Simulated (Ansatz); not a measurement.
The figure comes from a scan of SiC (wurtzite): the cell is scaled evenly about its relaxed volume V₀. Calculation: PBEsol (plane waves to 420 eV, PAW, scalar-relativistic; Ansatz, an electronic-structure program). k mesh 12×12×7 (Γ-centred), Fermi-Dirac smearing 0.05 eV. E stands for the smeared free energy. SiC was relaxed with its symmetry unable to fall. The zero of ΔE is the relaxed starting cell.

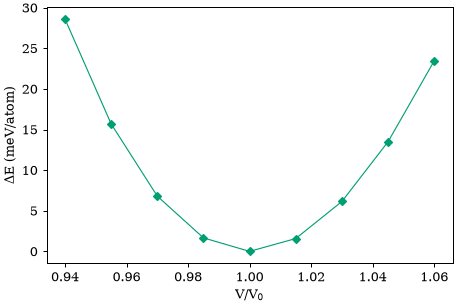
Figure: ΔE (meV/atom) against V/V₀; one marker a computed point.

### Question
List the plotted points as numbers.

### Answer
To the nearest 0.5:

| V/V₀ | ΔE (meV/atom) |
|---|---|
| 0.940 | 28.5 |
| 0.955 | 15.5 |
| 0.970 | 7.0 |
| 0.985 | 1.5 |
| 1.000 | 0.0 |
| 1.015 | 1.5 |
| 1.030 | 6.0 |
| 1.045 | 13.5 |
| 1.060 | 23.5 |

(Under strain, the slope of the energy per volume gives the stress and its curvature an elastic modulus.)
